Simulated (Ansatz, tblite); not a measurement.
**Ga(H2S)H3 (GaH5S): removing and adding an electron**

Aim: the energy of removing and adding an electron for Ga(H2S)H3 (GaH5S), by energy differences, and how well orbital energies stand in for it.

Program: Ansatz 0.2.0, Gaussian basis. Level of theory: as each input shows. These are calculated values, not measurements.

Levels to be run: charge +1 doublet, at the geometry of the singlet (PBE0-D4/def2-TZVP, PBE-D4/def2-TZVP, r2SCAN-D4/def2-TZVP, CCSD(T)/def2-TZVPP); charge -1 doublet, at the geometry of the singlet (PBE0-D4/def2-TZVPD, PBE-D4/def2-TZVPD, r2SCAN-D4/def2-TZVPD, CCSD(T)/def2-TZVPD); the starting singlet's energies come from earlier runs.

### 1 The geometry

The singlet was relaxed beforehand with PBE0-D4/def2-TZVP.

7 atoms, charge 0, spin multiplicity 1.

Atoms are counted from 1 here; the program's logs count them from 0.

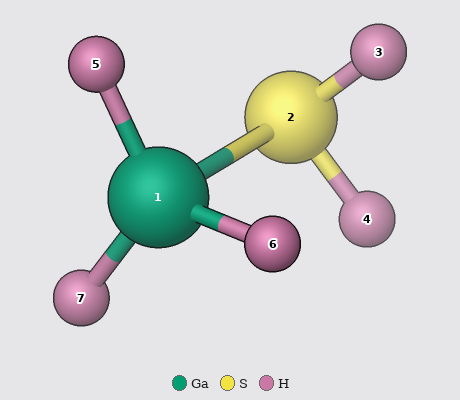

The geometry (gallium teal, sulfur yellow, hydrogen pink); atoms are numbered from 1 in the order of the file.

### 2 Charge +1 doublet at the fixed geometry, PBE0-D4/def2-TZVP

File in.yaml:

```yaml
crystal:
  periodic: [false, false, false]
  atoms:
    - {symbol: Ga, position_ang: [0.120742, -0.204581, -1.101819]}
    - {symbol: S, position_ang: [0.145130, -0.247510, 1.493169]}
    - {symbol: H, position_ang: [0.523587, 1.025997, 1.691174]}
    - {symbol: H, position_ang: [-1.151970, 0.040886, 1.689655]}
    - {symbol: H, position_ang: [1.688459, -0.198413, -1.247330]}
    - {symbol: H, position_ang: [-0.667286, 1.148613, -1.278244]}
    - {symbol: H, position_ang: [-0.658651, -1.564972, -1.246615]}
basis:
  gaussian: {orbitals: def2-TZVP}
total_charge: 1
magnetization: {spin_polarized: true, initial_magnetization: 1}
hamiltonian: {xc: pbe0, dispersion: d4}
output: {orbitals: {seedname: orbitals}}
```

Launch:

```
$ ansatz run in.yaml --threads 4 --pin off --events-out ev --progress --plain --max-ram 3916MiB
```

Log:

```text
Functional definition: PBE0
  name "PBE0"
  cite "Adamo & Barone, J. Chem. Phys. 110, 6158 (1999) doi:10.1063/1.478522"
  cite "Perdew, Burke & Ernzerhof, Phys. Rev. Lett. 77, 3865 (1996) doi:10.1103/PhysRevLett.77.3865"
  parent pbe
  parameter a = 0.25
  parameter kappa = 0.804
  parameter beta = 0.06672455060314922
  exchange = (1 - a)*pbe_x(kappa = kappa, mu = beta*pi^2/3) + a*exact_x
  correlation = pbe_c(beta = beta)
904 factors; their error is unknown
mean field evaluation 1: about -63271.3126 eV, gradient 2.2e1 eV
mean field evaluation 2: about -63265.7600 eV, gradient 3.5e1 eV
mean field evaluation 4: about -63273.4805 eV, gradient 2.5e0 eV
mean field evaluation 8: about -63273.5284 eV, gradient 1.7e-1 eV
mean field evaluation 16: about -63273.7382 eV, gradient 7.5e-3 eV
mean field evaluation 32: about -63273.7382 eV, gradient 8.3e-6 eV
mean field evaluation 64: about -63273.6070 eV, gradient 1.2e0 eV
mean field -63273.73818398 eV, -2325.2669897813 hartree, gradient 8.3e-6 eV, S^2 0.760208; 6 other end points of the search recorded, 0 dependent functions left out
reference -63273.73821474 eV, -2325.2669909116 hartree; 26, 25 occupied and 89, 90 virtual orbitals, 904 factors
Total energy: -63273.81849463 eV, -2325.2699411432 hartree
```

It took 49 s on 4 threads of Intel Xeon at 2.50GHz, shared host.

Report: HOMO -13.97 eV, LUMO -12.32 eV (over both spins); ⟨S²⟩ 0.760 (pure: 0.75); the next solution that the search met lies 0.024 eV higher.

### 3 Charge +1 doublet at the fixed geometry, PBE-D4/def2-TZVP

start.molden holds the orbitals of an earlier run on this state, given as this run's starting guess.

in.yaml: that of step 2 with these lines changed.

```diff
@@ -11,6 +11,7 @@
 basis:
-  gaussian: {orbitals: def2-TZVP}
+  gaussian: {orbitals: def2-TZVP, initial_orbitals: start.molden}
 total_charge: 1
 magnetization: {spin_polarized: true, initial_magnetization: 1}
-hamiltonian: {xc: pbe0, dispersion: d4}
+hamiltonian: {xc: pbe, dispersion: d4}
+scf: {omitted_lower_state_checks: [starts]}
 output: {orbitals: {seedname: orbitals}}
```

Launched as before.

Log:

```text
Functional definition: PBE
  name "PBE"
  cite "Perdew, Burke & Ernzerhof, Phys. Rev. Lett. 77, 3865 (1996) doi:10.1103/PhysRevLett.77.3865"
  parent pbe
  parameter kappa = 0.804
  parameter beta = 0.06672455060314922
  exchange = pbe_x(kappa = kappa, mu = beta*pi^2/3)
  correlation = pbe_c(beta = beta)
these checks for a lower state are left out or cut short: starts
849 factors; their error is unknown
mean field evaluation 1: about -63271.7458 eV, gradient 7.6e0 eV
mean field evaluation 2: about -63271.8523 eV, gradient 1.9e-1 eV
mean field evaluation 4: about -63271.8386 eV, gradient 1.6e-1 eV
mean field evaluation 8: about -63271.8391 eV, gradient 2.0e-4 eV
mean field -63271.83907241 eV, -2325.1971987182 hartree, gradient 1.1e-5 eV, S^2 0.754826; 0 other end points of the search recorded, 0 dependent functions left out
reference -63271.83911358 eV, -2325.1972002310 hartree; 26, 25 occupied and 89, 90 virtual orbitals, 849 factors
Total energy: -63271.93430217 eV, -2325.2006983472 hartree
Checks for a lower state left out: starts
```

Wall time 8 s (4 threads of Intel Xeon at 2.50GHz, shared host).

From the report: HOMO -12.82 eV, LUMO -13.03 eV (over both spins; with the spin held, an empty level of the minority spin lies below the top filled one); ⟨S²⟩ 0.755 (pure: 0.75).

### 4 Charge +1 doublet at the fixed geometry, r2SCAN-D4/def2-TZVP

in.yaml: that of step 3 with these lines changed.

```diff
@@ -14,3 +14,3 @@
 magnetization: {spin_polarized: true, initial_magnetization: 1}
-hamiltonian: {xc: pbe, dispersion: d4}
+hamiltonian: {xc: r2scan, dispersion: d4}
 scf: {omitted_lower_state_checks: [starts]}
```

Same command.

Log:

```text
Functional definition: r2SCAN
  name "r2SCAN"
  cite "Furness, Kaplan, Ning, Perdew & Sun, J. Phys. Chem. Lett. 11, 8208 (2020) doi:10.1021/acs.jpclett.0c02405"
  cite "Furness, Kaplan, Ning, Perdew & Sun, J. Phys. Chem. Lett. 11, 9248 (2020) doi:10.1021/acs.jpclett.0c03077"
  parent r2scan
  parameter k0 = 0.174
  parameter k1 = 0.065
  parameter a1 = 4.9479
  exchange = r2scan_x(k0 = k0, k1 = k1, a1 = a1)
  correlation = r2scan_c
these checks for a lower state are left out or cut short: starts
849 factors; their error is unknown
mean field evaluation 1: about -63283.5667 eV, gradient 5.3e0 eV
mean field evaluation 2: about -63283.6061 eV, gradient 9.0e-2 eV
mean field evaluation 4: about -63283.5857 eV, gradient 3.5e-2 eV
mean field evaluation 8: about -63283.5857 eV, gradient 2.5e-5 eV
mean field -63283.58572479 eV, -2325.6288802311 hartree, gradient 9.8e-6 eV, S^2 0.760591; 0 other end points of the search recorded, 0 dependent functions left out
reference -63283.58573983 eV, -2325.6288807837 hartree; 26, 25 occupied and 89, 90 virtual orbitals, 849 factors
Total energy: -63283.60671778 eV, -2325.6296517092 hartree
Checks for a lower state left out: starts
```

It took 23 s on 4 threads of Intel Xeon at 2.50GHz, shared host.

From the report: HOMO -13.11 eV, LUMO -12.94 eV (over both spins); ⟨S²⟩ 0.761 (pure: 0.75).

### 5 Charge +1 doublet at the fixed geometry, CCSD(T)/def2-TZVPP

in.yaml: that of step 4 with these lines changed.

```diff
@@ -11,7 +11,7 @@
 basis:
-  gaussian: {orbitals: def2-TZVP, initial_orbitals: start.molden}
+  gaussian: {orbitals: def2-TZVPP, initial_orbitals: start.molden}
 total_charge: 1
 magnetization: {spin_polarized: true, initial_magnetization: 1}
-hamiltonian: {xc: r2scan, dispersion: d4}
-scf: {omitted_lower_state_checks: [starts]}
+correlation: {method: ccsd_t}
+scf: {omitted_lower_state_checks: [starts, cluster_reference]}
 output: {orbitals: {seedname: orbitals}}
```

The command is unchanged.

Log (excerpt; [...] marks lines left out):

```text
Functional definition: HF
  name "HF"
  cite "Fock, Z. Phys. 61, 126 (1930) doi:10.1007/BF01340294"
  parent pbe
[...]
925 factors; integrals over basis functions are off by at most 1.2e-3 eV
[...]
mean field -63220.82628516 eV, -2323.3225133645 hartree, gradient 1.4e-6 eV, S^2 0.772238; 0 other end points of the search recorded, 0 dependent functions left out
14 core orbitals not correlated: weight in the atoms' cores, before any rotation towards them, 1.000 or more for the frozen orbitals, at most 0.000 for the correlated occupied ones
reference -63220.82628516 eV, -2323.3225133645 hartree; 12, 11 occupied and 134, 135 virtual orbitals, 925 factors
second order -11.40737283 eV of doubles, -0.00000000 eV of singles
cycle   1  -11.71204885 eV  change   -3.0e-1 eV  update   1.0e-1
[...]
cycle  15  -12.32811551 eV  change    5.6e-6 eV  update   1.4e-5
perturbative correction -0.50302299 eV, -0.0184857541 hartree
Total energy: -63233.65742367 eV, -2323.7940490073 hartree
Checks for a lower state left out: starts, cluster_reference
```

It took 2 min on 4 threads of Intel Xeon at 2.50GHz, shared host; peak memory 2.6 GiB.

Report: Hartree-Fock HOMO -16.52 eV, LUMO -8.58 eV (over both spins); ⟨S²⟩ 0.772 (pure: 0.75); T1 0.023.

### 6 Vertical ionisation energy

Charged state less starting state, singlet to doublet; the starting state's energies are those of its earlier runs.

Differences are taken before rounding.

```csv
method,vertical ionisation energy (eV),from CCSD(T)/def2-TZVPP (eV),time
HF/def2-TZVPP,9.71,-0.72,
PBE-D4/def2-TZVP,9.94,-0.50,9.5 s
r2SCAN-D4/def2-TZVP,10.06,-0.37,25 s
PBE0-D4/def2-TZVP,10.18,-0.26,51 s
MP2/def2-TZVPP,10.44,0.00,
CCSD/def2-TZVPP,10.46,+0.02,
CCSD(T)/def2-TZVPP,10.44,0,2.3 min
```

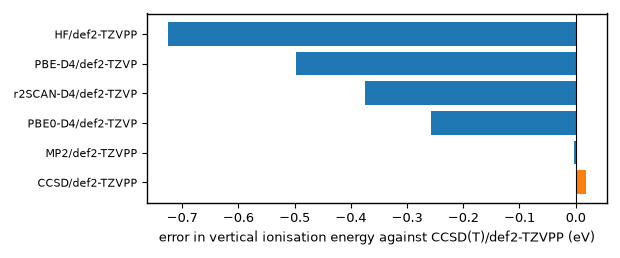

Error of each method against CCSD(T)/def2-TZVPP.

Times add the two runs; a level without a time comes out of a correlated run.

Beside −ε(HOMO) of the starting state:

```csv
level,−ε(HOMO) (eV),by difference (eV),mismatch (eV)
PBE-D4/def2-TZVP,6.64,9.94,-3.30
r2SCAN-D4/def2-TZVP,6.96,10.06,-3.10
PBE0-D4/def2-TZVP,7.89,10.18,-2.30
```

### 7 Charge -1 doublet at the fixed geometry, PBE0-D4/def2-TZVPD

in.yaml: that of step 5 with these lines changed.

```diff
@@ -11,7 +11,6 @@
 basis:
-  gaussian: {orbitals: def2-TZVPP, initial_orbitals: start.molden}
-total_charge: 1
+  gaussian: {orbitals: def2-TZVPD}
+total_charge: -1
 magnetization: {spin_polarized: true, initial_magnetization: 1}
-correlation: {method: ccsd_t}
-scf: {omitted_lower_state_checks: [starts, cluster_reference]}
+hamiltonian: {xc: pbe0, dispersion: d4}
 output: {orbitals: {seedname: orbitals}}
```

Same command.

Log:

```text
Functional definition: PBE0
  name "PBE0"
  cite "Adamo & Barone, J. Chem. Phys. 110, 6158 (1999) doi:10.1063/1.478522"
  cite "Perdew, Burke & Ernzerhof, Phys. Rev. Lett. 77, 3865 (1996) doi:10.1103/PhysRevLett.77.3865"
  parent pbe
  parameter a = 0.25
  parameter kappa = 0.804
  parameter beta = 0.06672455060314922
  exchange = (1 - a)*pbe_x(kappa = kappa, mu = beta*pi^2/3) + a*exact_x
  correlation = pbe_c(beta = beta)
994 factors; their error is unknown
mean field evaluation 1: about -63280.6113 eV, gradient 2.2e1 eV
mean field evaluation 2: about -63280.4710 eV, gradient 2.7e1 eV
mean field evaluation 4: about -63283.3221 eV, gradient 1.1e0 eV
mean field evaluation 8: about -63283.3415 eV, gradient 9.1e-2 eV
mean field evaluation 16: about -63283.5360 eV, gradient 1.2e-3 eV
mean field evaluation 32: about -63283.4650 eV, gradient 1.2e0 eV
mean field -63283.53603449 eV, -2325.6270541463 hartree, gradient 2.4e-5 eV, S^2 0.750542; 8 other end points of the search recorded, 0 dependent functions left out
reference -63283.53607580 eV, -2325.6270556643 hartree; 27, 26 occupied and 118, 119 virtual orbitals, 994 factors
Total energy: -63283.67005584 eV, -2325.6319793401 hartree
```

Wall time 26 s (4 threads of Intel Xeon at 2.50GHz, shared host).

HOMO 1.55 eV, LUMO 2.94 eV (over both spins); ⟨S²⟩ 0.751 (pure: 0.75). Doubts: highest occupied level lies above zero.

### 8 Charge -1 doublet at the fixed geometry, PBE-D4/def2-TZVPD

in.yaml: that of step 7 with these lines changed.

```diff
@@ -11,6 +11,7 @@
 basis:
-  gaussian: {orbitals: def2-TZVPD}
+  gaussian: {orbitals: def2-TZVPD, initial_orbitals: start.molden}
 total_charge: -1
 magnetization: {spin_polarized: true, initial_magnetization: 1}
-hamiltonian: {xc: pbe0, dispersion: d4}
+hamiltonian: {xc: pbe, dispersion: d4}
+scf: {omitted_lower_state_checks: [starts]}
 output: {orbitals: {seedname: orbitals}}
```

The command is unchanged.

Log:

```text
Functional definition: PBE
  name "PBE"
  cite "Perdew, Burke & Ernzerhof, Phys. Rev. Lett. 77, 3865 (1996) doi:10.1103/PhysRevLett.77.3865"
  parent pbe
  parameter kappa = 0.804
  parameter beta = 0.06672455060314922
  exchange = pbe_x(kappa = kappa, mu = beta*pi^2/3)
  correlation = pbe_c(beta = beta)
these checks for a lower state are left out or cut short: starts
924 factors; their error is unknown
mean field evaluation 1: about -63281.4392 eV, gradient 7.7e0 eV
mean field evaluation 2: about -63281.5372 eV, gradient 1.4e-1 eV
mean field evaluation 4: about -63281.5121 eV, gradient 1.3e-2 eV
mean field evaluation 8: about -63281.5121 eV, gradient 3.3e-5 eV
mean field -63281.51211743 eV, -2325.5526765659 hartree, gradient 1.7e-5 eV, S^2 0.750458; 0 other end points of the search recorded, 0 dependent functions left out
reference -63281.51217639 eV, -2325.5526787329 hartree; 27, 26 occupied and 118, 119 virtual orbitals, 924 factors
Total energy: -63281.67070754 eV, -2325.5585046451 hartree
Checks for a lower state left out: starts
```

Run time: 10 s. Hardware: 4 threads of Intel Xeon at 2.50GHz, shared host.

HOMO 1.90 eV, LUMO 2.41 eV (over both spins); ⟨S²⟩ 0.750 (pure: 0.75). Doubts: highest occupied level lies above zero.

### 9 Charge -1 doublet at the fixed geometry, r2SCAN-D4/def2-TZVPD

in.yaml: that of step 8 with these lines changed.

```diff
@@ -14,3 +14,3 @@
 magnetization: {spin_polarized: true, initial_magnetization: 1}
-hamiltonian: {xc: pbe, dispersion: d4}
+hamiltonian: {xc: r2scan, dispersion: d4}
 scf: {omitted_lower_state_checks: [starts]}
```

Launched as before.

Log:

```text
Functional definition: r2SCAN
  name "r2SCAN"
  cite "Furness, Kaplan, Ning, Perdew & Sun, J. Phys. Chem. Lett. 11, 8208 (2020) doi:10.1021/acs.jpclett.0c02405"
  cite "Furness, Kaplan, Ning, Perdew & Sun, J. Phys. Chem. Lett. 11, 9248 (2020) doi:10.1021/acs.jpclett.0c03077"
  parent r2scan
  parameter k0 = 0.174
  parameter k1 = 0.065
  parameter a1 = 4.9479
  exchange = r2scan_x(k0 = k0, k1 = k1, a1 = a1)
  correlation = r2scan_c
these checks for a lower state are left out or cut short: starts
924 factors; their error is unknown
mean field evaluation 1: about -63293.2605 eV, gradient 5.3e0 eV
mean field evaluation 2: about -63293.3012 eV, gradient 8.6e-2 eV
mean field evaluation 4: about -63293.2716 eV, gradient 2.9e-3 eV
mean field evaluation 8: about -63293.2716 eV, gradient 5.1e-5 eV
mean field -63293.27159973 eV, -2325.9848295699 hartree, gradient 3.0e-6 eV, S^2 0.751460; 0 other end points of the search recorded, 0 dependent functions left out
reference -63293.27163971 eV, -2325.9848310390 hartree; 27, 26 occupied and 118, 119 virtual orbitals, 924 factors
Total energy: -63293.30860472 eV, -2325.9861894779 hartree
Checks for a lower state left out: starts
```

Wall time 20 s (4 threads of Intel Xeon at 2.50GHz, shared host).

Report: HOMO 1.91 eV, LUMO 2.74 eV (over both spins); ⟨S²⟩ 0.751 (pure: 0.75). Doubts: highest occupied level lies above zero.

### 10 Charge -1 doublet at the fixed geometry, CCSD(T)/def2-TZVPD

in.yaml: that of step 9 with these lines changed.

```diff
@@ -14,4 +14,4 @@
 magnetization: {spin_polarized: true, initial_magnetization: 1}
-hamiltonian: {xc: r2scan, dispersion: d4}
-scf: {omitted_lower_state_checks: [starts]}
+correlation: {method: ccsd_t}
+scf: {omitted_lower_state_checks: [starts, cluster_reference]}
 output: {orbitals: {seedname: orbitals}}
```

Launched as before.

Log (excerpt; [...] marks lines left out):

```text
Functional definition: HF
  name "HF"
  cite "Fock, Z. Phys. 61, 126 (1930) doi:10.1007/BF01340294"
  parent pbe
[...]
1006 factors; integrals over basis functions are off by at most 1.3e-3 eV
[...]
a density is far from that of the atoms, so the factors are made again for it
1031 factors; integrals over basis functions are off by at most 1.3e-3 eV
[...]
mean field -63229.59841393 eV, -2323.6448831506 hartree, gradient 5.9e-6 eV, S^2 0.750839; 1 other end points of the search recorded, 0 dependent functions left out
14 core orbitals not correlated: weight in the atoms' cores, before any rotation towards them, 1.000 or more for the frozen orbitals, at most 0.000 for the correlated occupied ones
reference -63229.59841393 eV, -2323.6448831506 hartree; 13, 12 occupied and 118, 119 virtual orbitals, 1031 factors
second order -12.03439094 eV of doubles, -0.00000000 eV of singles
cycle   1  -12.45048116 eV  change   -4.2e-1 eV  update   1.2e-1
[...]
cycle  13  -13.08887439 eV  change   -2.7e-5 eV  update   2.7e-5
perturbative correction -0.52630510 eV, -0.0193413555 hartree
Total energy: -63243.21359342 eV, -2324.1452317682 hartree
Checks for a lower state left out: starts, cluster_reference
```

Run time: 98 s. Hardware: 4 threads of Intel Xeon at 2.50GHz, shared host; peak memory 2.1 GiB.

Hartree-Fock HOMO 0.82 eV, LUMO 4.13 eV (over both spins); ⟨S²⟩ 0.751 (pure: 0.75); T1 0.038. Doubts: highest occupied level lies above zero.

### 11 Vertical electron affinity

Starting state less charged state (positive: the electron is bound), singlet to doublet; the starting state's energies are those of its earlier runs.

Differences are taken before rounding.

```csv
method,vertical electron affinity (eV),from CCSD(T)/def2-TZVPD (eV),time
HF/def2-TZVPD,-0.93,-0.41,
PBE-D4/def2-TZVPD,-0.24,+0.29,12 s
r2SCAN-D4/def2-TZVPD,-0.39,+0.13,23 s
PBE0-D4/def2-TZVPD,-0.36,+0.16,28 s
MP2/def2-TZVPD,-0.62,-0.10,
CCSD/def2-TZVPD,-0.58,-0.05,
CCSD(T)/def2-TZVPD,-0.53,0,2 min
```

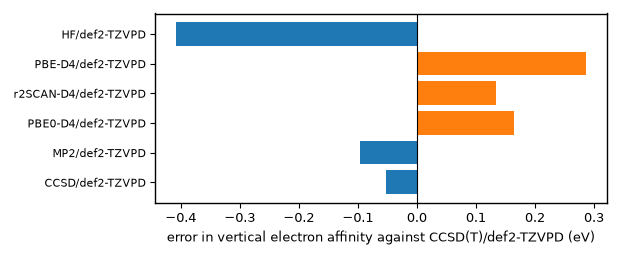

Error of each method against CCSD(T)/def2-TZVPD.

Times add the two runs; a level without a time comes out of a correlated run.

Beside −ε(LUMO) of the starting state:

```csv
level,−ε(LUMO) (eV),by difference (eV),mismatch (eV)
PBE-D4/def2-TZVPD,1.53,-0.24,+1.77
r2SCAN-D4/def2-TZVPD,1.21,-0.39,+1.61
PBE0-D4/def2-TZVPD,0.70,-0.36,+1.07
```

### 12 What came out

| quantity | value |
| --- | --- |
| vertical ionisation energy, functionals in def2-TZVP | 9.94 (PBE-D4) to 10.18 eV (PBE0-D4) |
| vertical ionisation energy, CCSD(T)/def2-TZVPP | 10.44 eV |
| vertical electron affinity, functionals in def2-TZVPD | -0.39 (r2SCAN-D4) to -0.24 eV (PBE-D4) |
| vertical electron affinity, CCSD(T)/def2-TZVPD | -0.53 eV |

What this shows: The vertical ionisation energy spans 9.94 to 10.18 eV over the functionals, beside 10.44 eV from CCSD(T)/def2-TZVPP. −ε(HOMO) misses the level's own difference by -2.30 eV at best (PBE0-D4) and -3.30 eV at worst (PBE-D4). CCSD(T)/def2-TZVPP isn't at the basis-set limit; small misses against it rank nothing. The vertical electron affinity spans -0.39 to -0.24 eV over the functionals, beside -0.53 eV from CCSD(T)/def2-TZVPD. A negative affinity means an unbound electron, held by the basis alone. −ε(LUMO) misses the level's own difference by +1.07 eV at best (PBE0-D4) and +1.77 eV at worst (PBE-D4).
